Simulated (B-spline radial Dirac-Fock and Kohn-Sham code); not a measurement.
Lu³⁺. Computed with a radial B-spline solver: a Dirac–Hartree–Slater potential; 1 + βP₂(cos θ) + (δ + γ cos²θ) sin θ cos φ with E1 and E1–E2 terms.

Predict the main features of the following plot. Angular distribution of photoelectrons from M2 (3p1/2) in the plane of the polarisation E (up) and the photon direction k (right), relative to an isotropic one.

At 3.30 keV, β = 1.455, γ = 0.206 and δ = 0.022. At 6.24 keV, β = 1.596, γ = 0.111 and δ = 0.002. At 15.0 keV, β = 1.444, γ = 1.263 and δ = 0.046. At 15.0 keV the emission 45° forward of E is 2.1 times that 45° backward, and the lobe peaks 14° from E towards k.

The result:

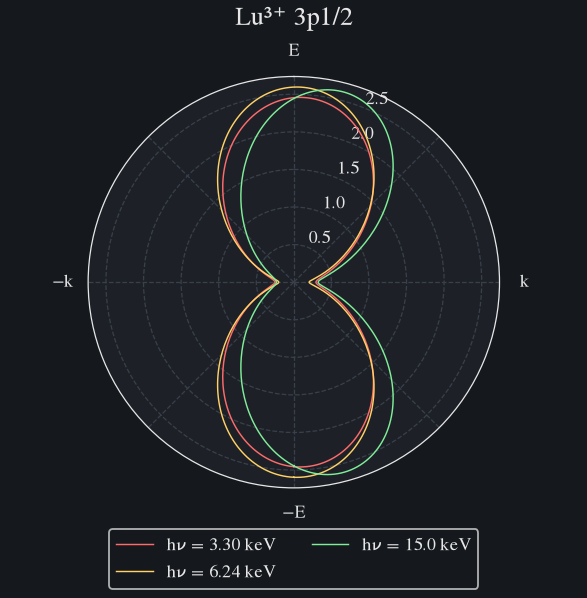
